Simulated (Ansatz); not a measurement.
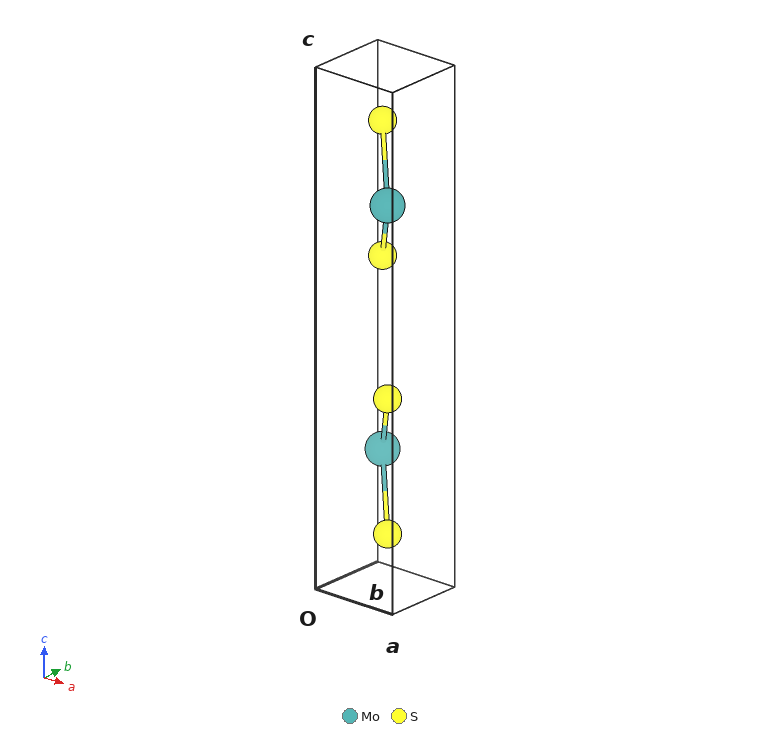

For MoS₂, the end point of a relaxation with Ansatz, DFT, PBE-D3(BJ), plane waves, PAW: one unit cell is drawn above. Symmetry computed with spglib at a tolerance of 0.002 Å; standard conventional cell.

```
Mo S
1.0
     3.14917    0.00000    0.00000
    -1.57458    2.72726    0.00000
     0.00000    0.00000   12.09137
Mo S
2 4
Direct
  0.33333 0.66667 0.25000
  0.66667 0.33333 0.75000
  0.33333 0.66667 0.62051
  0.66667 0.33333 0.12051
  0.33333 0.66667 0.87949
  0.66667 0.33333 0.37949
```

**What is its point group?**

6/mmm (D6h), order 24, hexagonal system: one sixfold axis, six twofold axes, seven mirror planes, an inversion centre.

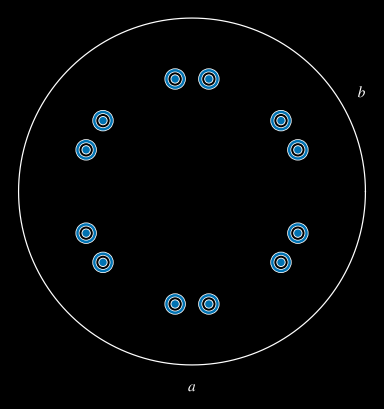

Stereographic projection: filled dots lie in the upper hemisphere, open rings in the lower. The poles are one general form. The c axis points at the viewer.

**What does this class allow?**

Class 6/mmm is centrosymmetric, so neither piezoelectric nor pyroelectric; it is not chiral. Its Laue class is 6/mmm.
